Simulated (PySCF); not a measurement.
# C2H12N2Si2: electronic excitations

Aim: predict the electronic excitations of C2H12N2Si2 (`CN[Si@@](C)(N)[SiH3]`).

The runs use PySCF 2.14.0, with density-fitted response routines of our own; the level of theory stands in each step. All values are computed, except where a source is named. Atoms count from 0, in the outputs and in this text.

### 1 The starting structure

18 atoms, charge 0, multiplicity 1; geometry from: GFN2-xTB.

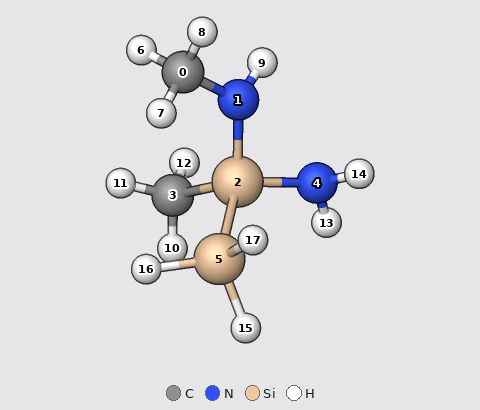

The starting geometry (carbon grey, nitrogen blue, silicon light orange, hydrogen white), atoms numbered.

### 2 TDDFT and polarisability: CAM-B3LYP/def2-SVPD

Job settings and geometry (Å):

```
{"job": {"kind": "uv", "xc": "CAM-B3LYP", "basis": "def2-SVPD", "nstates": 8, "ntriplets": 3}, "charge": 0, "multiplicity": 1}
C      2.112200    -0.919680    -0.315081
N      1.054275    -0.781042     0.653568
Si    -0.450268     0.004954     0.321049
C     -1.606515    -0.916679    -0.895174
N     -1.248599    -0.153840     1.855757
Si     0.031898     2.140943    -0.437058
H      1.972175    -1.782160    -0.978761
H      2.148404    -0.021843    -0.930374
H      3.074912    -1.030581     0.189524
H      1.025868    -1.565144     1.288803
H     -2.503370    -0.343360    -1.111374
H     -1.107014    -1.101962    -1.842174
H     -1.919999    -1.877030    -0.495274
H     -2.225050     0.086607     1.895994
H     -0.781405     0.218474     2.666721
H     -1.085534     3.071403    -0.217079
H      0.313239     2.207690    -1.878014
H      1.186024     2.769568     0.217291
```

With the program's defaults for keys left out, this is: TDDFT CAM-B3LYP/def2-SVPD, vertical, gas phase, core orbitals frozen in the response.

Command:

```bash
$ OMP_NUM_THREADS=1 python probes_run.py task.json out
```

One launch serves the whole session: the jobs run in the order shown.

The program printed:

```text
coarse grid: 14984 points
cycle   1  E = -771.4043165623  dE =  3.216e-01  |g| = 5.410e-01  |ddm| = 5.591e+00
cycle   2  E = -771.4010698074  dE =  3.247e-03  |g| = 5.794e-01  |ddm| = 2.035e+00
cycle   3  E = -771.4749079824  dE = -7.384e-02  |g| = 5.108e-02  |ddm| = 8.725e-01
cycle   4  E = -771.4754411752  dE = -5.332e-04  |g| = 2.538e-02  |ddm| = 1.437e-01
cycle   5  E = -771.4756050650  dE = -1.639e-04  |g| = 3.948e-03  |ddm| = 4.250e-02
cycle   6  E = -771.4756099087  dE = -4.844e-06  |g| = 7.189e-04  |ddm| = 1.666e-02
final grid: 132720 points
cycle   7  E = -771.5755617798  dE = -2.504e-05  |g| = 3.841e-03  |ddm| = 5.885e-02
cycle   8  E = -771.5755618894  dE = -1.096e-07  |g| = 3.935e-03  |ddm| = 1.209e-02
cycle   9  E = -771.5755654131  dE = -3.524e-06  |g| = 3.230e-04  |ddm| = 5.635e-03
cycle  10  E = -771.5755654338  dE = -2.078e-08  |g| = 1.553e-04  |ddm| = 8.553e-04
cycle  11  E = -771.5755654398  dE = -6.000e-09  |g| = 2.008e-05  |ddm| = 3.083e-04
cycle  12  E = -771.5755654400  dE = -1.423e-10  |g| = 6.400e-06  |ddm| = 6.218e-05
converged SCF energy = -771.5755654400

Static polarisability (au): isotropic 97.038, principal 90.251 96.861 104.004

Singlet excitations
state   eV       nm        f      main configurations
  1   5.8366    212.4   0.00198   H->L+1 0.81, H->L+2 0.09
  2   6.1493    201.6   0.01989   H->L 0.60, H->L+2 0.13, H-1->L+1 0.08
  3   6.4237    193.0   0.03443   H-1->L 0.57, H-1->L+1 0.15
  4   6.4923    191.0   0.04454   H->L+2 0.59, H->L 0.13, H-1->L+2 0.09
  5   6.8680    180.5   0.02707   H-1->L+1 0.44, H-1->L+2 0.18, H->L 0.09
  6   7.0947    174.8   0.02342   H-1->L+2 0.56, H-1->L 0.09, H-1->L+1 0.08
  7   7.1766    172.8   0.01993   H->L+5 0.38, H->L+3 0.18, H->L+4 0.11
  8   7.3880    167.8   0.07058   H->L+4 0.48, H->L+3 0.22

Triplet excitations (Tamm-Dancoff, eV): 5.4752 5.7664 6.0049
```

It took 95 s on 1 thread of Arm Neoverse N1, shared host; peak memory 1 GiB.

The orbitals next to the gap, with their largest atomic shares:

| orbital | eV | atoms |
| --- | --- | --- |
| HOMO−3 | -10.74 | Si5 28 %, H17 15 %, H16 9 % |
| HOMO−2 | -10.20 | N4 24 %, Si2 16 %, Si5 16 % |
| HOMO−1 | -8.52 | N4 44 %, Si2 12 %, Si5 12 % |
| HOMO | -7.90 | N1 48 %, Si2 10 %, C0 9 % |
| LUMO | 1.06 | Si5 22 %, Si2 18 %, H13 9 % |
| LUMO+1 | 1.21 | Si5 20 %, C0 17 %, Si2 11 % |
| LUMO+2 | 1.49 | Si5 30 %, Si2 13 %, C3 10 % |

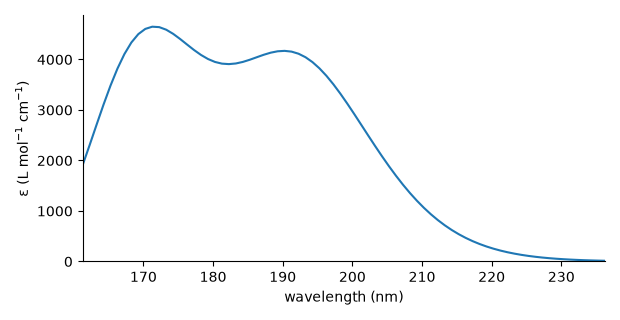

Absorption spectrum: each of the 8 states is a Gaussian band of 0.4 eV half-width at 1/e. Beyond the last state computed it falls off for lack of states.

Further results of this job:

| property | computed |
| --- | --- |
| dipole moment (D) | 0.94 |
| polarisability (Å³) | 14.38 |
| HOMO–LUMO gap (eV) | 8.95 |
| −ε(HOMO) (eV) | 7.90 |

### 3 Outcome

| quantity | value |
| --- | --- |
| lowest singlet (CAM-B3LYP/def2-SVPD) | 5.84 eV (212 nm), f = 0.002 |
| brightest single state of those computed | state 8, 7.39 eV, f = 0.071 |
| lowest triplet | 5.48 eV |

In words: The lowest singlet, at 5.84 eV, is HOMO→LUMO+1 0.81, HOMO→LUMO+2 0.09 and is weak; of the 8 states computed, the strongest absorption comes from state 8 at 7.39 eV (the last computed, so partners may be missing). The lowest triplet lies 0.36 eV below the lowest singlet (triplets in Tamm-Dancoff, singlets in full TDDFT).
